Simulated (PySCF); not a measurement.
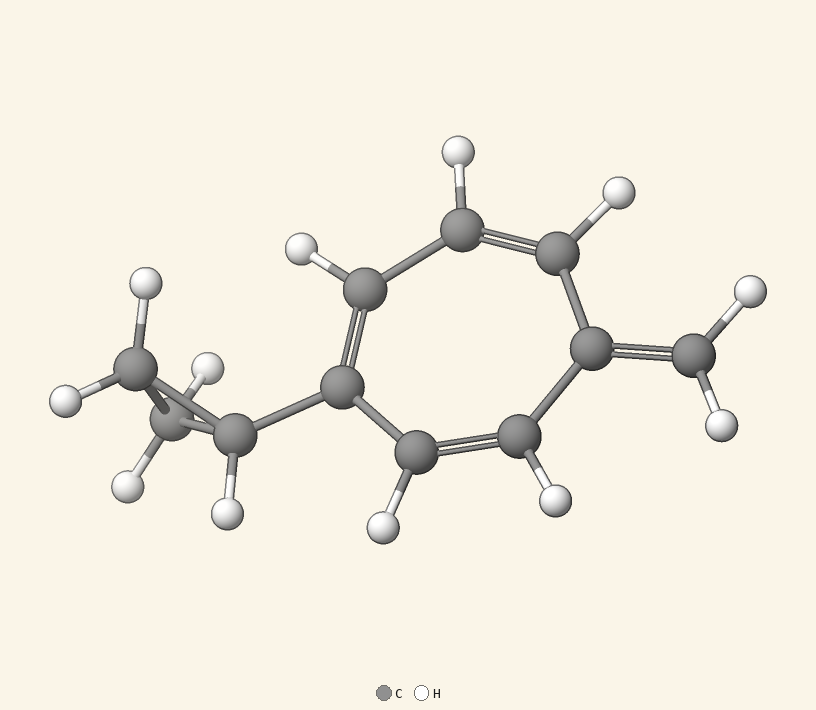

Computed geometry: PBE0-D3(BJ)/def2-SVP optimisation. No frequency run is at hand to confirm it as a minimum.

Give the structural formula.

SMILES: C=C1C=CC=C(C2CC2)C=C1

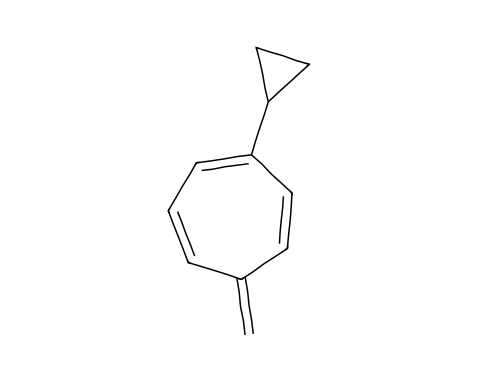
